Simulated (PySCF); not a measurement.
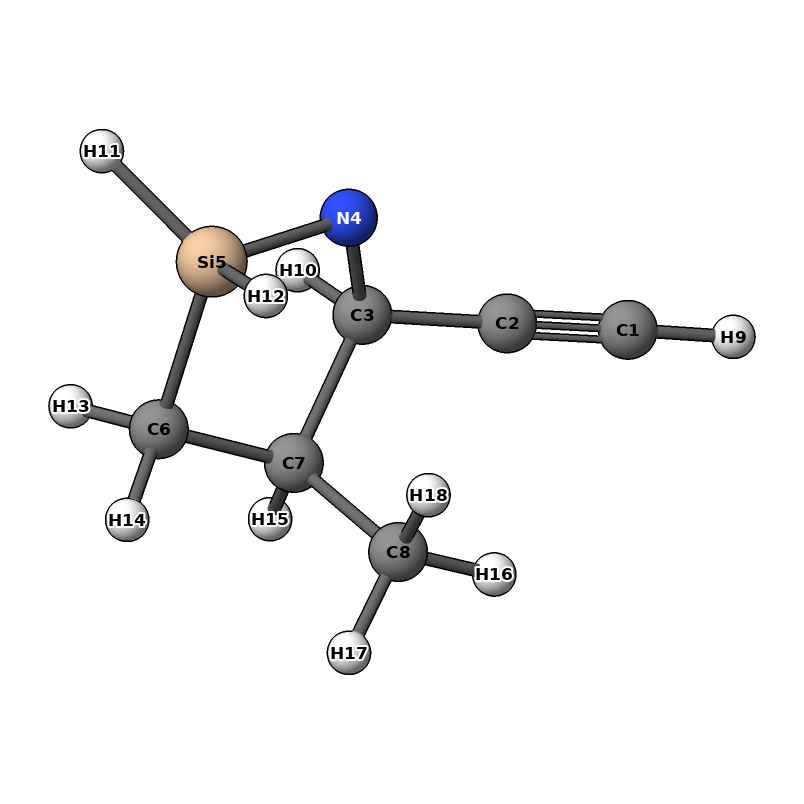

The questions are on Mulliken spin populations. The species is neutral and a spin doublet. The computed structure is the end point of a GFN2-xTB optimisation. No frequency run is at hand to confirm it as a minimum. Level of theory: UKS B3LYP, pcH-1 on C H N Si, non-relativistic (PySCF 2.14.0).

Q: Which atom carries the largest spin population?

A: N4 (0.88 e).

Q: Which atom has the lowest spin population?

A: C3 (−0.06 e); a negative value comes from spin polarisation.

List the Mulliken spin populations.

```csv
atom,value (e)
C1,0.00
C2,0.02
C3,−0.06
N4,0.88
Si5,−0.04
C6,0.00
C7,0.02
C8,0.00
H9,0.00
H10,0.10
H11,0.03
H12,0.05
H13,0.00
H14,0.00
H15,0.00
H16,0.00
H17,0.00
H18,0.00
```

Mulliken values depend strongly on the basis set. The geometry is semi-empirical. Around Si such bond lengths and angles can be off by a tenth of an ångström or more and by several degrees, and values that hang on the shape move with them.
